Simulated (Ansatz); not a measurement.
# A workflow on CF4 (tetrafluoromethane)

We compute a series of 19 runs (MP2/cc-pVDZ, MRCISD+Q(2,2)/def2-SVP, MRCISD+Q(2,3)/def2-SVP, MRCISD+Q(4,4)/def2-SVP, CCSD(T)/pc-0, UCCSD(T)/pc-0, CCSD(T)/pc-1, UCCSD(T)/pc-1, and more) of CF4 and its partners. The setting varied is the walk f tol, active orbitals. 

The results are computed with Ansatz 0.2.0.

## Step 1: The molecule

CF4: 5 atoms, total charge 0, spin state singlet. SMILES: `FC(F)(F)F`. All atoms were displaced at random from a relaxed shape. The run starts from this shape.

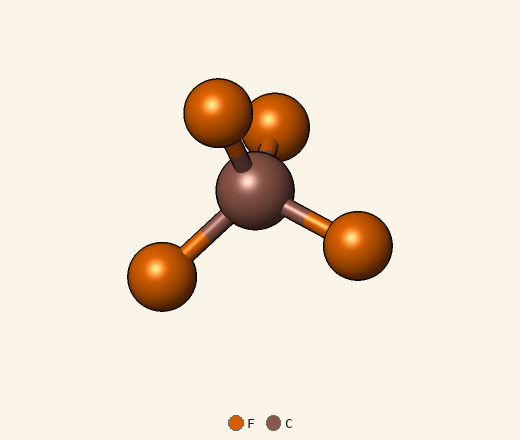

Viewed from a chosen angle; fluorine orange, carbon brown.

## Step 2: A structure relaxation at MP2/cc-pVDZ (run 1)

Contents of in.yaml:

```yaml
basis:
  gaussian:
    orbitals: cc-pVDZ
crystal:
  periodic: [false, false, false]
  atoms:
    - {symbol: F, position_ang: [-0.824742, -0.007478, 1.055209]}
    - {symbol: C, position_ang: [-0.018058, -0.076552, 0.014974]}
    - {symbol: F, position_ang: [1.085819, -0.517391, 0.448994]}
    - {symbol: F, position_ang: [-0.414721, -0.875869, -0.880060]}
    - {symbol: F, position_ang: [0.184576, 1.149043, -0.518008]}
correlation:
  method: mp2
relax:
  f_tol: 0.3
```

Command:

```
ansatz run in.yaml --threads 1 --pin off --max-ram 3480MiB --events-out events.jsonl --progress --plain --runs-dir runs
```

What it wrote:

```text
Warning: RAYON_NUM_THREADS=1 ignored (pool sized by the plan → 1); use --threads N
The last accepted step is kept in runs//last_step.txt (removed where the run ends without a failure and the disk answers)
[... 20 lines left out ...]
5 core orbitals not correlated: weight in the atoms' cores, before any rotation towards them, 1.000 or more for the frozen orbitals, at most 0.000 for the correlated occupied ones
[... 16 lines left out ...]
5 core orbitals not correlated: weight in the atoms' cores, before any rotation towards them, 1.000 or more for the frozen orbitals, at most 0.000 for the correlated occupied ones
[... 9 lines left out ...]
Dipole moment:     0.000592    -0.000606    -0.000137 e Å
Checks for a lower state left out: cluster_reference
```

Wall time 2.5 s (1 thread of AMD EPYC 9R45 (Zen 5), shared host); peak memory 0.15 GiB.

Step by step:

| step | energy from the first frame kept (eV) | largest force (eV/Å) |
| --- | --- | --- |
| 1 | 0.0000 | 4.1963 |
| 2 | -0.2535 | 1.5088 |
| 3 | -0.2987 | 0.0280 |

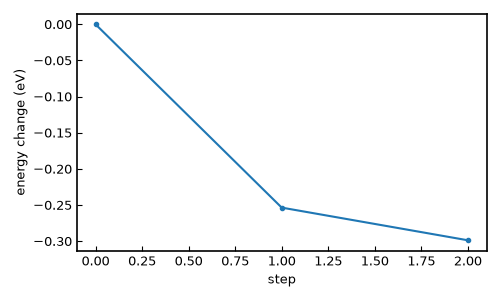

Energy along the run.

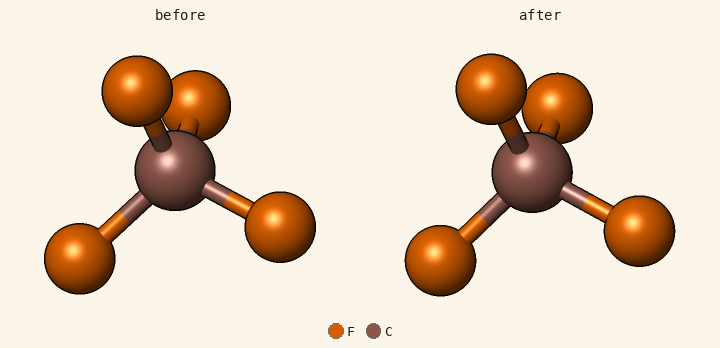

Before and after, at one scale.

After the run. Bond lengths: F1–C2 1.327 Å, C2–F3 1.326 Å, C2–F4 1.326 Å, C2–F5 1.327 Å. Angles: F1–C2–F3 109.5°, F1–C2–F4 109.5°, F1–C2–F5 109.4°, F3–C2–F4 109.5°, F3–C2–F5 109.5°, F4–C2–F5 109.4°.

## Step 3: A geometry optimisation at MP2/cc-pVDZ (run 2)

Contents of input.yaml:

```yaml
crystal:
  periodic: [false, false, false]
  atoms:
    - {symbol: F, position_ang: [-0.824742, -0.007478, 1.055209]}
    - {symbol: C, position_ang: [-0.018058, -0.076552, 0.014974]}
    - {symbol: F, position_ang: [1.085819, -0.517391, 0.448994]}
    - {symbol: F, position_ang: [-0.414721, -0.875869, -0.880060]}
    - {symbol: F, position_ang: [0.184576, 1.149043, -0.518008]}
basis:
  gaussian:
    orbitals: cc-pVDZ
magnetization:
  spin_polarized: false
  initial_magnetization: 0
relax:
  f_tol: 0.1
correlation:
  method: mp2
```

Command:

```
ansatz run input.yaml --threads 1 --pin off --max-ram 3480MiB --events-out events.jsonl --progress --plain --runs-dir runs
```

What it wrote:

```text
Warning: RAYON_NUM_THREADS=1 ignored (pool sized by the plan → 1); use --threads N
[... 1 set-up line as earlier in the session ...]
[... 20 lines left out ...]
5 core orbitals not correlated: weight in the atoms' cores, before any rotation towards them, 1.000 or more for the frozen orbitals, at most 0.000 for the correlated occupied ones
[... 16 lines left out ...]
5 core orbitals not correlated: weight in the atoms' cores, before any rotation towards them, 1.000 or more for the frozen orbitals, at most 0.000 for the correlated occupied ones
[... 9 lines left out ...]
Dipole moment:     0.000592    -0.000606    -0.000137 e Å
Checks for a lower state left out: cluster_reference
```

It took 2.2 s on 1 thread of AMD EPYC 9R45 (Zen 5), shared host; peak memory 0.15 GiB.

Steps, from the record of the run:

| step | energy from the first frame kept (eV) | largest force (eV/Å) |
| --- | --- | --- |
| 1 | 0.0000 | 4.1963 |
| 2 | -0.2535 | 1.5088 |
| 3 | -0.2987 | 0.0281 |

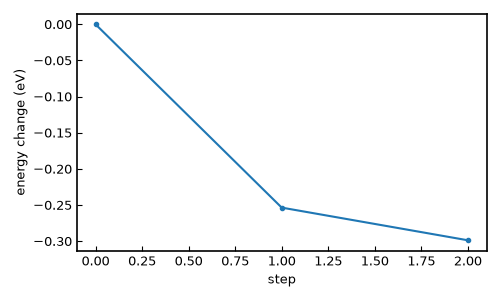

Energy along the run.

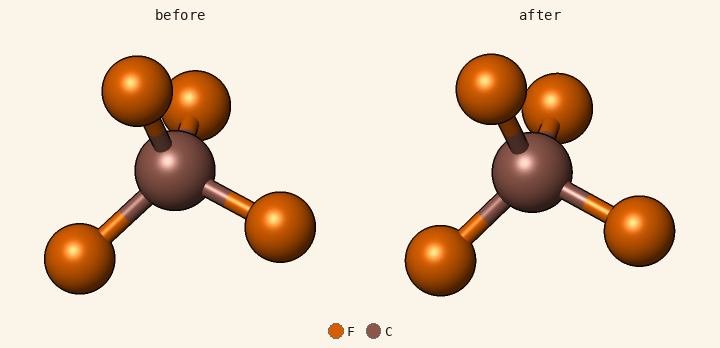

Before and after, at one scale.

After the run. Bond lengths: F1–C2 1.327 Å, C2–F3 1.326 Å, C2–F4 1.326 Å, C2–F5 1.327 Å. Angles: F1–C2–F3 109.5°, F1–C2–F4 109.5°, F1–C2–F5 109.4°, F3–C2–F4 109.5°, F3–C2–F5 109.5°, F4–C2–F5 109.4°.

Runs 3 to 16 aren't shown in full; the table further down has their settings and results.

## Step 4: A single-point energy at CCSD(T)/pc-2 (run 17)

Contents of in.yaml:

```yaml
crystal:
  periodic: [false, false, false]
  atoms:
    - {symbol: F, position_ang: [-0.850100, 0.025300, 0.989500]}
    - {symbol: C, position_ang: [0.010000, -0.014700, -0.008300]}
    - {symbol: F, position_ang: [1.157500, -0.501300, 0.420100]}
    - {symbol: F, position_ang: [-0.464000, -0.786000, -0.966200]}
    - {symbol: F, position_ang: [0.196600, 1.203000, -0.476700]}
basis:
  gaussian:
    orbitals: pc-2.json
correlation:
  method: ccsd_t
  frozen_orbitals: {C: 1, F: 1}
scf:
  omitted_lower_state_checks: [cluster_reference, increment]
```

The basis set pc-2 is read from a file made from the Basis Set Exchange's data (not shown).

Command:

```
ansatz run in.yaml --threads 1 --pin off --max-ram 3480MiB --events-out events.jsonl --progress --plain --runs-dir runs
```

What it wrote:

```text
Warning: RAYON_NUM_THREADS=1 ignored (pool sized by the plan → 1); use --threads N
Functional definition: HF
  name "HF"
  exchange = exact_x
  correlation = 0
these checks for a lower state are left out or cut short: cluster_reference, increment
978 factors; integrals over basis functions are off by at most 8.1e-4 eV
mean field evaluation 1: about -11855.5521 eV, gradient 4.9e1 eV
mean field evaluation 2: about -11855.6249 eV, gradient 4.9e1 eV
mean field evaluation 4: about -11859.4445 eV, gradient 2.8e0 eV
mean field evaluation 8: about -11859.4730 eV, gradient 1.7e-1 eV
mean field -11859.47317299 eV, -435.8276004679 hartree, gradient 8.8e-7 eV, S^2 0.000000; 0 other end points of the search recorded, 0 dependent functions left out
5 core orbitals not correlated: weight in the atoms' cores, before any rotation towards them, 1.000 or more for the frozen orbitals, at most 0.000 for the correlated occupied ones
reference -11859.47317299 eV, -435.8276004679 hartree; 16, 16 occupied and 129, 129 virtual orbitals, 978 factors
second order -30.13896268 eV of doubles, -0.00000000 eV of singles
cycle   1  -29.56972101 eV  change    5.7e-1 eV  update   1.0e-1
cycle   2  -30.13918372 eV  change   -5.7e-1 eV  update   2.7e-2
cycle   3  -30.25133204 eV  change   -1.1e-1 eV  update   1.2e-2
cycle   4  -30.23545068 eV  change    1.6e-2 eV  update   2.3e-3
cycle   5  -30.23362097 eV  change    1.8e-3 eV  update   9.3e-4
cycle   6  -30.23469785 eV  change   -1.1e-3 eV  update   2.2e-4
cycle   7  -30.23452084 eV  change    1.8e-4 eV  update   7.6e-5
cycle   8  -30.23445570 eV  change    6.5e-5 eV  update   1.4e-5
cycle   9  -30.23445894 eV  change   -3.2e-6 eV  update   4.0e-6
perturbative correction -0.91224321 eV, -0.0335243196 hartree
Total energy: -11890.61987514 eV, -436.9722206599 hartree
Checks for a lower state left out: cluster_reference, increment
```

It took 22 s on 1 thread of AMD EPYC 9R45 (Zen 5), shared host; peak memory 1.2 GiB.

Run 18 isn't shown in full; the table further down has it.

## Step 5: The F atom: the energy at UCCSD(T)/pc-2 (run 19)

Contents of molecule.yaml:

```yaml
crystal:
  periodic: [false, false, false]
  atoms:
    - symbol: F
      position_ang: [0.000000, 0.000000, 0.000000]
basis:
  gaussian:
    orbitals: pc-2.json
magnetization:
  spin_polarized: true
  initial_magnetization: 1
correlation:
  method: ccsd_t
  frozen_orbitals: {F: 1}
scf:
  omitted_lower_state_checks: [cluster_reference, increment]
```

The basis set pc-2 is read from a file made from the Basis Set Exchange's data (not shown).

Command:

```
ansatz run molecule.yaml --threads 1 --pin off --max-ram 3480MiB --events-out events.jsonl --progress --plain --runs-dir runs
```

What it wrote:

```text
Warning: RAYON_NUM_THREADS=1 ignored (pool sized by the plan → 1); use --threads N
[... 4 set-up lines as earlier in the session ...]
these checks for a lower state are left out or cut short: cluster_reference, increment
188 factors; integrals over basis functions are off by at most 8.5e-5 eV
mean field evaluation 1: about -2704.8352 eV, gradient 8.5e0 eV
mean field evaluation 2: about -2704.8353 eV, gradient 8.5e0 eV
mean field evaluation 4: about -2705.0463 eV, gradient 9.1e-1 eV
mean field evaluation 8: about -2705.0501 eV, gradient 6.4e-4 eV
mean field evaluation 16: about -2705.0501 eV, gradient 1.3e-5 eV
mean field -2705.05006050 eV, -99.4087561746 hartree, gradient 1.4e-6 eV, S^2 0.753831; 3 other end points of the search recorded, 0 dependent functions left out
1 core orbitals not correlated: weight in the atoms' cores, before any rotation towards them, 1.000 or more for the frozen orbitals, at most 0.000 for the correlated occupied ones
reference -2705.05006050 eV, -99.4087561746 hartree; 4, 3 occupied and 25, 26 virtual orbitals, 188 factors
second order -5.14312377 eV of doubles, -0.00000000 eV of singles
cycle   1  -5.38542757 eV  change   -2.4e-1 eV  update   3.0e-2
cycle   2  -5.46319458 eV  change   -7.8e-2 eV  update   8.0e-3
cycle   3  -5.47877435 eV  change   -1.6e-2 eV  update   3.5e-3
cycle   4  -5.47754993 eV  change    1.2e-3 eV  update   1.3e-3
cycle   5  -5.47825588 eV  change   -7.1e-4 eV  update   3.5e-4
cycle   6  -5.47830095 eV  change   -4.5e-5 eV  update   6.0e-5
cycle   7  -5.47829792 eV  change    3.0e-6 eV  update   1.5e-5
cycle   8  -5.47829555 eV  change    2.4e-6 eV  update   3.4e-6
perturbative correction -0.09211057 eV, -0.0033850010 hartree
Total energy: -2710.62046662 eV, -99.6134648239 hartree
Checks for a lower state left out: cluster_reference, increment
```

It took 0.16 s on 1 thread of AMD EPYC 9R45 (Zen 5), shared host.

## Step 6: The series

| run | level | walk f tol | task | partner | energy (Eh) | correlation energy (mEh) | wall time |
| --- | --- | --- | --- | --- | --- | --- | --- |
| 1 | MP2/cc-pVDZ | 0.3 | optimise | base | -436.534742 | -871.3 | 2.5 s |
| 2 | MP2/cc-pVDZ | 0.1 | optimise | base | -436.534742 | -871.3 | 2.2 s |
| 3 | MP2/cc-pVDZ | 0.03 | optimise | base | -436.534742 | -871.3 | 2.2 s |
| 4 | MP2/cc-pVDZ | 0.01 | optimise | base | -436.534743 | -871.2 | 2.7 s |
| 5 | MP2/cc-pVDZ | 0.003 | optimise | base | -436.534743 | -871.2 | 2.7 s |
| 6 | MP2/cc-pVDZ | 0.001 | optimise | base | -436.534743 | -871.2 | 2.7 s |
| 7 | MP2/cc-pVDZ | 0.0003 | optimise | base | -436.534743 | -871.2 | 3.3 s |
| 8 | MRCISD+Q(2,2)/def2-SVP (3 states averaged) | – | energy | base | not converged | – | 1.9 min |
| 9 | MRCISD+Q(2,3)/def2-SVP (3 states averaged) | – | energy | base | -435.733320 (average) | – | 28 s |
| 10 | MRCISD+Q(4,4)/def2-SVP (3 states averaged) | – | energy | base | -435.747929 (average) | – | 13 s |
| 11 | CCSD(T)/pc-0 | – | energy | base | -434.664017 | -478.1 | 0.28 s |
| 12 | UCCSD(T)/pc-0 | – | energy | atoms | -37.601923 | -24.8 | 0.08 s |
| 13 | UCCSD(T)/pc-0 | – | energy | atoms | -99.090031 | -57.4 | 0.1 s |
| 14 | CCSD(T)/pc-1 | – | energy | base | -436.391655 | -876.2 | 1.4 s |
| 15 | UCCSD(T)/pc-1 | – | energy | atoms | -37.741585 | -71.0 | 0.1 s |
| 16 | UCCSD(T)/pc-1 | – | energy | atoms | -99.488350 | -147.5 | 0.12 s |
| 17 | CCSD(T)/pc-2 | – | energy | base | -436.972221 | -1144.6 | 22 s |
| 18 | UCCSD(T)/pc-2 | – | energy | atoms | -37.775390 | -85.2 | 0.12 s |
| 19 | UCCSD(T)/pc-2 | – | energy | atoms | -99.613465 | -204.7 | 0.16 s |

Convergence of the correlation energy (5 core orbitals frozen) of singlet CF4 with the walk f tol, against the last point:

| walk f tol | from the last (mEh) | wall time |
| --- | --- | --- |
| 0.3 eV/Å | -0.091 | 2.5 s |
| 0.1 eV/Å | -0.091 | 2.2 s |
| 0.03 eV/Å | -0.091 | 2.2 s |
| 0.01 eV/Å | +0.002 | 2.7 s |
| 0.003 eV/Å | +0.002 | 2.7 s |
| 0.001 eV/Å | +0.002 | 2.7 s |
| 0.0003 eV/Å | +0.000 | 3.3 s |

Convergence of the total energy of singlet CF4 with the walk f tol, against the last point:

| walk f tol | from the last (mEh) | wall time |
| --- | --- | --- |
| 0.3 eV/Å | +0.001 | 2.5 s |
| 0.1 eV/Å | +0.001 | 2.2 s |
| 0.03 eV/Å | +0.001 | 2.2 s |
| 0.01 eV/Å | +0.000 | 2.7 s |
| 0.003 eV/Å | +0.000 | 2.7 s |
| 0.001 eV/Å | +0.000 | 2.7 s |
| 0.0003 eV/Å | +0.000 | 3.3 s |

## Step 7: Results

```
                                                  quantity         value
                              F atom, run 19: total energy  -99.61346 Eh
F atom, run 19: correlation energy (1 core orbital frozen)    -204.7 mEh
                            F atom, run 19: (T) correction     -3.39 mEh
         F atom, run 19: ⟨S²⟩ of the reference determinant         0.754
                             F atom, run 19: T1 diagnostic         0.007
               electronic atomisation energy, CCSD(T)/pc-0     19.102 eV
               electronic atomisation energy, CCSD(T)/pc-1     18.957 eV
               electronic atomisation energy, CCSD(T)/pc-2     20.217 eV
```

What this shows: For the correlation energy (5 core orbitals frozen) of singlet CF4 to stay within 0.01 mEh of the last point, 0.01 eV/Å is the first point of the series from which all later ones do (2.7 s against 3.3 s). Rows marked as averages are means over several states, not the energy of one. All runs together took 3.3 min, the longest 1.9 min. 1 of the 19 runs did not end normally.
